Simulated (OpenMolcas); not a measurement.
## Energy and gradient calculation, with input and output: SnHSCl

SnHSCl, SMILES [SH][Sn][Cl], computed with PBE0/def2-SVP, RKS (OpenMolcas 26.06).

The geometry comes from this level: PBE0-D4/def2-TZVP.

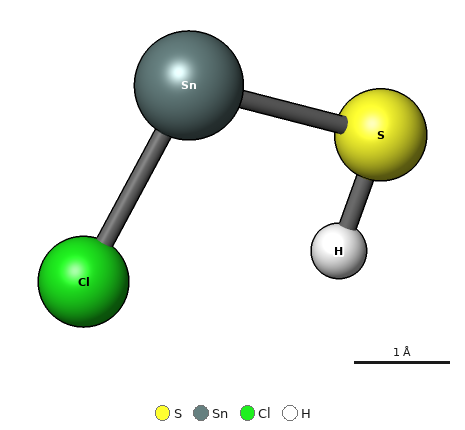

**Figure 1.** The structure (ball-and-stick view, seen at a tilt). Sticks mark near contacts. Bond lengths as drawn: Cl–Sn 2.38 Å, H–S 1.34 Å and S–Sn 2.43 Å.

**Input file**
```
>>> EXPORT MOLCAS_PRINT=2

&gateway
 baslib
 $CurrDir
 coord
 4
 angstrom
 S        0.185700       1.488500      -0.409700
 Sn      -1.395700      -0.351700      -0.341800
 Cl       0.088800      -1.950300       0.607800
 H        1.176700       0.753300       0.123400
 basis
 def2-SVP
 group
 NoSym

&seward
 gridinput
 Grid=UltraFine
 End of Grid

&scf
 ksdft
 PBE0
 thresholds
 1e-10 1e-07 1e-07 1e-05
 prorbitals
 1 1

&alaska
```

Run as:
```bash
export MOLCAS_MEM=1860
pymolcas run.inp > run.log
```

**What the program printed**
```
--- Start Module: gateway ---

                                              &GATEWAY

                       available to each process: 1.9 GB of memory, 1 thread

 Basis Set     1 Label: S.DEF2-SVP
 Basis set is read from library:.
 basistype.tbl is not found

 Basis Set     2 Label: SN.DEF2-SVP
 Basis set is read from library:.
 basistype.tbl is not found

 Basis Set     3 Label: CL.DEF2-SVP
 Basis set is read from library:.
 basistype.tbl is not found

 Basis Set     4 Label: H.DEF2-SVP
 Basis set is read from library:.
 basistype.tbl is not found

++    Symmetry information:
      ---------------------

                    Character Table for C1

                             E
                    a        1  x, y, xy, Rz, z, xz, Ry, yz, Rx, I
--

++    Basis set information:
      ----------------------

      Basis set label: S.DEF2-SVP.........

      Electronic valence basis set:
      ------------------
      Associated Effective Charge  16.000000 au
      Associated Actual Charge     16.000000 au
      Nuclear Model: Point charge

      Shell  nPrim  nBasis  Cartesian Spherical Contaminant
         s      10       4        X
         p       7       3        X
         d       1       1                 X

      Basis set label: SN.DEF2-SVP....ECP.....

      Electronic valence basis set:
      ------------------
      Associated Effective Charge  22.000000 au
      Associated Actual Charge     50.000000 au
      Nuclear Model: Point charge

      Shell  nPrim  nBasis  Cartesian Spherical Contaminant
         s      10       4        X
         p       7       4        X
         d       6       2                 X

      Pseudo Potential specification:
      =======================================

      Number of Core Electrons:  28

      Potential  nTerms
           H       2
         s-H       4
         p-H       6
         d-H       6

      Effective Core Potential specification:
      =======================================

      Basis set label: CL.DEF2-SVP.........

      Electronic valence basis set:
      ------------------
      Associated Effective Charge  17.000000 au
      Associated Actual Charge     17.000000 au
      Nuclear Model: Point charge

      Shell  nPrim  nBasis  Cartesian Spherical Contaminant
         s      10       4        X
         p       7       3        X
         d       1       1                 X

      Basis set label: H.DEF2-SVP.........

      Electronic valence basis set:
      ------------------
      Associated Effective Charge   1.000000 au
      Associated Actual Charge      1.000000 au
      Nuclear Model: Point charge

      Shell  nPrim  nBasis  Cartesian Spherical Contaminant
         s       4       2        X
         p       1       1        X
--

++    Molecular structure info:
      -------------------------

                    ************************************************
                    **** Cartesian Coordinates / bohr, angstrom ****
                    ************************************************

     Center  Label                x              y              z                     x              y              z
        1      S1               0.350922       2.812857      -0.774221              0.185700       1.488500      -0.409700
        2      SN2             -2.637491      -0.664617      -0.645908             -1.395700      -0.351700      -0.341800
        3      CL3              0.167808      -3.685533       1.148576              0.088800      -1.950300       0.607800
        4      H4               2.223641       1.423531       0.233192              1.176700       0.753300       0.123400

                    ***************************************
                    *    InterNuclear Distances / bohr    *
                    ***************************************

               1 S1            2 SN2           3 CL3           4 H4
    1 S1       0.000000
    2 SN2      4.586927        0.000000
    3 CL3      6.779362        4.496199        0.000000
    4 H4       2.540115        5.363187        5.582733        0.000000

                    *******************************************
                    *    InterNuclear Distances / angstrom    *
                    *******************************************

               1 S1            2 SN2           3 CL3           4 H4
    1 S1       0.000000
    2 SN2      2.427297        0.000000
    3 CL3      3.587484        2.379286        0.000000
    4 H4       1.344171        2.838076        2.954255        0.000000
--

            Nuclear Potential Energy            213.48903413 au

--- Stop Module: gateway /rc=_RC_ALL_IS_WELL_ ---

--- Start Module: seward ---

                                              &SEWARD

                       available to each process: 1.9 GB of memory, 1 thread

               SEWARD will generate:
                  Multipole Moment integrals up to order  2
                  Kinetic Energy integrals
                  Nuclear Attraction integrals (point charge)
                  One-Electron Hamiltonian integrals modified with ECP contributions
                  Velocity integrals
                  Pseudo Potential integrals
                  Orbital angular momentum around ( -1.5806  -0.6239  -0.3290 )
                  Velocity quadrupole around ( -1.5806  -0.6239  -0.3290 )
                  Two-Electron Repulsion integrals

                   Integrals are discarded if absolute value <: 1.00E-14
                   Integral cutoff threshold is set to       <: 1.00E-16

            Nuclear Potential Energy            213.48903413 au

      Basis set specifications :
      Symmetry species         a
      Basis functions           67

--- Stop Module: seward /rc=_RC_ALL_IS_WELL_ ---
--- Module seward spent 1 second ---

--- Start Module: scf ---

                                                &SCF

                       available to each process: 1.9 GB of memory, 1 thread

 ###############################################################################
 ###     Minimized-density-differences option turned off!                    ###
 ###############################################################################
++    Input section:
      --------------

      Header of the integral files:

      Cartesian coordinates in angstrom:
      -----------------------------------------------------
      No.  Label        X            Y            Z
      -----------------------------------------------------
       1   S1         0.18570000   1.48850000  -0.40970000
       2   SN2       -1.39570000  -0.35170000  -0.34180000
       3   CL3        0.08880000  -1.95030000   0.60780000
       4   H4         1.17670000   0.75330000   0.12340000
      -----------------------------------------------------
      Nuclear repulsion energy =  213.48903413
--

++    Orbital specifications:
      -----------------------

      Symmetry species               1
                                     a
      Frozen orbitals                0
      Occupied orbitals             28
      Secondary orbitals            39
      Deleted orbitals               0
      Total number of orbitals      67
      Number of basis functions     67
--

      Molecular charge                           0.000

      Numerical integration parameters
      --------------------------------
      Radial quadrature type:                         MHL
      Size of radial grid:                            99
      Lebedev angular grid:                           41
      Angular grid pruned with the crowding factor:  1.00E+10
                                 and fading factor:  1.00E+01
      Screening threshold for integral computation:   1.00E-11
      Radial quadrature accuracy:                     1.00E-25
      Maximum batch size:                             128
      AO values are stored on disk
      The same grid will be used for all iterations.

      DFT functional specifications
      -----------------------------
      Using Libxc version: 6.2.2
      Please cite the following reference:
      S. Lehtola, C. Steigemann, M. J.T. Oliveira, and M. A.L. Marques.,  SoftwareX 7, 1–5 (2018) doi:10.1016/j.softx.2017.11.002

      * PBEH (PBE0)

++    Optimization specifications:
      ----------------------------

      SCF Algorithm: Conventional
      D(i)-D(i-1) density differences are used
      Number of density matrices in core                 5
      Maximum number of NDDO SCF iterations            400
      Maximum number of HF SCF iterations              400
      Threshold for SCF energy change             1.00E-10
      Threshold for density matrix                1.00E-07
      Threshold for Fock matrix                   1.00E-07
      Threshold for linear dependence             1.00E-09
      Threshold at which DIIS is turned on        1.50E-01
      Maximum depth in the DIIS procedure                5
      Maximum depth in the BFGS Hessian update          30
      Threshold at which QNR/C2DIIS is turned on  7.50E-02
      Threshold for Norm(delta) (QNR/C2DIIS)      1.00E-05
      All orbitals punched on: SCFORB
--

      Input vectors read from INPORB
      Orbital file label: *Guess orbitals

++ Convergence information
                                   PBE0       iterations: Energy and convergence statistics

Iter     Tot. PBE0       One-elec.       Two-elec.     Energy      Max Dij or  Max Fij      DNorm      TNorm      AccCon     Time
         Energy          Energy          Energy        Change      Delta Norm                                                in Sec.

 The total and one-electron energies are shifted by a value of      1000. a.u.

   1   -53.492123189 -1014.453053072   747.471895754   0.00E+00    6.07E-01*   1.69E+01*    1.26E+01   2.08E+02   None         1.
   2   -72.475957550 -1047.789101467   761.824109788  -1.90E+01*   5.23E-01*   1.68E-01*    7.15E+00   2.11E+02   EDIIS        0.
   3   -72.459968842 -1040.492061583   754.543058611   1.60E-02*   9.63E-02*   5.84E-02*    3.91E+00   2.09E+02   EDIIS        0.
   4   -72.824729398 -1042.419297414   756.105533886  -3.65E-01*   1.19E-01*   1.36E-02*    6.15E-01   2.10E+02   c2DIIS       0.
   5   -72.823137719 -1043.727548132   757.415376283   1.59E-03*   1.06E-02*   7.32E-03*    3.92E-01   2.10E+02   c2DIIS       0.
   6   -72.827671970 -1043.224163980   756.907457880  -4.53E-03*   1.43E-02*   2.19E-03*    6.99E-02   2.10E+02   QNRc2DIIS    0.
   7   -72.827620845 -1043.138024361   756.821369386   5.11E-05*   8.47E-03*   2.50E-03*    6.36E-02   2.10E+02   QNRc2DIIS    0.
   8   -72.827742290 -1043.160735411   756.843958991  -1.21E-04*   5.86E-04*   1.43E-04*    3.69E-02   2.10E+02   QNRc2DIIS    0.
   9   -72.827742710 -1043.171273386   756.854496546  -4.20E-07*   2.09E-04*   4.29E-05*    2.52E-03   2.10E+02   QNRc2DIIS    0.
  10   -72.827742753 -1043.170978735   756.854201852  -4.28E-08*   5.96E-05*   2.34E-05*    1.01E-03   2.10E+02   QNRc2DIIS    0.
  11   -72.827742760 -1043.170511267   756.853734378  -7.22E-09*   1.12E-05*   2.82E-06*    3.21E-04   2.10E+02   QNRc2DIIS    0.
  12   -72.827742760 -1043.170369911   756.853593021  -7.62E-11    4.20E-06    1.52E-06*    5.44E-05   2.10E+02   QNRc2DIIS    0.
  13   -72.827742760 -1043.170438419   756.853661529  -4.02E-11    3.88E-07    9.60E-08     2.14E-05   2.10E+02   QNRc2DIIS    0.

       Convergence after  13 Iterations
--

 *****************************************************************************************************************************
 *                                             SCF/KS-DFT Program, Final results                                             *
 *                                                       Final Results                                                       *
 *****************************************************************************************************************************

::    Total KS-DFT energy                           -1072.8277427600
      One-electron energy                           -2043.1704384187
      Two-electron energy                             756.8536615291
      Nuclear repulsion energy                        213.4890341296
      Kinetic energy (interpolated)                   939.3060030201
      Virial theorem                                    1.1421493521
      Total spin, S(S+1)                                0.0000000000
      Total spin, S                                     0.0000000000
      Max non-diagonal density matrix element           0.0000003095
      Max non-diagonal Fock matrix element              0.0000000265

      All orbitals with orbital energies smaller than  E(LUMO)+0.5 are printed

++    Molecular orbitals:
      -------------------

      Title: RKS-DFT orbitals

      Molecular orbitals for symmetry species 1: a

          Orbital            1         2         3         4         5         6         7         8         9        10
          Energy         -101.6552  -89.0047   -9.5061   -8.0059   -7.2441   -7.2399   -7.2388   -5.9467   -5.9435   -5.9408
          Occ. No.          2.0000    2.0000    2.0000    2.0000    2.0000    2.0000    2.0000    2.0000    2.0000    2.0000

          Orbital           11        12        13        14        15        16        17        18        19        20
          Energy           -5.1772   -3.5133   -3.5089   -3.5051   -1.0774   -1.0747   -1.0725   -1.0713   -1.0676   -0.8097
          Occ. No.          2.0000    2.0000    2.0000    2.0000    2.0000    2.0000    2.0000    2.0000    2.0000    2.0000

          Orbital           21        22        23        24        25        26        27        28        29        30
          Energy           -0.7383   -0.4885   -0.4168   -0.3456   -0.3307   -0.3215   -0.2816   -0.2705   -0.0985   -0.0269
          Occ. No.          2.0000    2.0000    2.0000    2.0000    2.0000    2.0000    2.0000    2.0000    0.0000    0.0000

          Orbital           31        32        33        34        35        36        37        38        39        40
          Energy           -0.0008    0.0564    0.1532    0.2143    0.2222    0.2275    0.3029    0.3156    0.3245    0.3705
          Occ. No.          0.0000    0.0000    0.0000    0.0000    0.0000    0.0000    0.0000    0.0000    0.0000    0.0000

--

++    Molecular charges:
      ------------------

      Mulliken charges per centre and basis function type
      ---------------------------------------------------

                S1      SN2     CL3     H4
      1s       5.8680  3.8747  5.9640  0.8582
      2px      3.2388  2.6512  3.7838  0.0132
      2pz      3.6671  2.3428  3.8195  0.0094
      2py      3.4906  2.4419  3.7658  0.0108
      3d2+     0.0032  2.0323  0.0020  0.0000
      3d1+     0.0052  2.0236  0.0019  0.0000
      3d0      0.0035  2.0206  0.0013  0.0000
      3d1-     0.0061  2.0283  0.0022  0.0000
      3d2-     0.0182  2.0481  0.0040  0.0000
      Total   16.3006 21.4634 17.3444  0.8916

      N-E     -0.3006  0.5366 -0.3444  0.1084

      Total electronic charge=   56.000000

      Total            charge=   -0.000000
--

++    Molecular properties:
      ---------------------

      Charge (e):
                      =   -0.0000
      Dipole Moment (debye):
      Origin of the operator (angstrom)=   -0.8364   -0.3302   -0.1741
                   X= -1.6828E+00               Y=  2.5222E-01               Z= -6.0094E-01           Total=  1.8046E+00
      Quadrupole Moment (debye*angstrom):
      Origin of the operator (angstrom)=   -0.8364   -0.3302   -0.1741
                  XX= -4.8856E+01              XY=  9.4957E-02              XZ= -1.0612E-01              YY= -5.6420E+01
                  YZ=  2.4105E+00              ZZ= -4.9373E+01
      In traceless form (debye*angstrom)
                  XX=  4.0408E+00              XY=  1.4244E-01              XZ= -1.5918E-01              YY= -7.3061E+00
                  YZ=  3.6157E+00              ZZ=  3.2652E+00
--

--- Stop Module: scf /rc=_RC_ALL_IS_WELL_ ---
--- Module scf spent 6 seconds ---

--- Start Module: alaska ---

                                              &ALASKA

                       available to each process: 1.9 GB of memory, 1 thread

                     Threshold for contributions to the gradient: 1.000E-07

                    ********************************************
                    * Symmetry Adapted Cartesian Displacements *
                    ********************************************

           Irreducible representation : a
           Basis function(s) of irrep: x, y, xy, Rz, z, xz, Ry, yz, Rx, I

 Basis Label        Type   Center Phase
   1   S1           x         1     1
   2   S1           y         1     1
   3   S1           z         1     1
   4   SN2          x         2     1
   5   SN2          y         2     1
   6   SN2          z         2     1
   7   CL3          x         3     1
   8   CL3          y         3     1
   9   CL3          z         3     1
  10   H4           x         4     1
  11   H4           y         4     1
  12   H4           z         4     1

                     No automatic utilization of translational and rotational invariance of the energy is employed.

 DFT contribution computed for a moving grid.

 Conventional ERI gradients!

 **************************************************
 *              Molecular gradients               *
 **************************************************

  Irreducible representation: a
 ------------------------------------------------------------------------------------------
                              X                       Y                       Z
 ------------------------------------------------------------------------------------------
  S1               -6.50944002176246E-04   -6.02815657912004E-03    1.63190329013663E-03
  SN2               8.16286021440149E-03   -3.66749045038750E-05    2.55640529405010E-03
  CL3              -4.19617567474084E-03    3.88085696343055E-03   -2.49134720346511E-03
  H4               -3.31574053754213E-03    2.18397452015218E-03   -1.69696138070830E-03
 ------------------------------------------------------------------------------------------

--- Stop Module: alaska /rc=_RC_ALL_IS_WELL_ ---
--- Module alaska spent 2 seconds ---

.##################.
.# Happy landing! #.
.##################.

    Timing: Wall=9.87 User=8.70 System=1.17
```

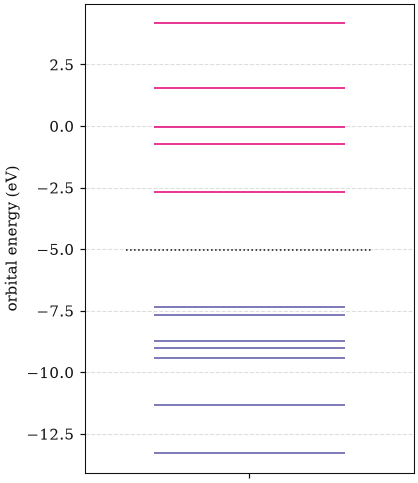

**Figure 2.** Orbital energies near the frontier; the dotted line parts filled from empty levels, and levels within 0.02 eV of each other stand side by side. Highest filled −7.36 eV, lowest empty −2.68 eV, 4.68 eV apart.

**Results in brief**

```json
{"quantity": "outcome", "value": "converged"}
{"quantity": "total energy", "value": "−1072.827743 hartree"}
{"quantity": "basis functions", "value": "67"}
{"quantity": "largest force", "value": "0.440 eV/Å"}
{"quantity": "HOMO", "value": "−7.36 eV"}
{"quantity": "LUMO", "value": "−2.68 eV"}
{"quantity": "dipole moment", "value": "1.80 debye"}
{"quantity": "hardware", "value": "1 thread of Arm Neoverse V2, 24 GiB of memory available, shared host"}
{"quantity": "wall time", "value": "10 s"}
{"quantity": "peak memory", "value": "0.41 GiB"}
```
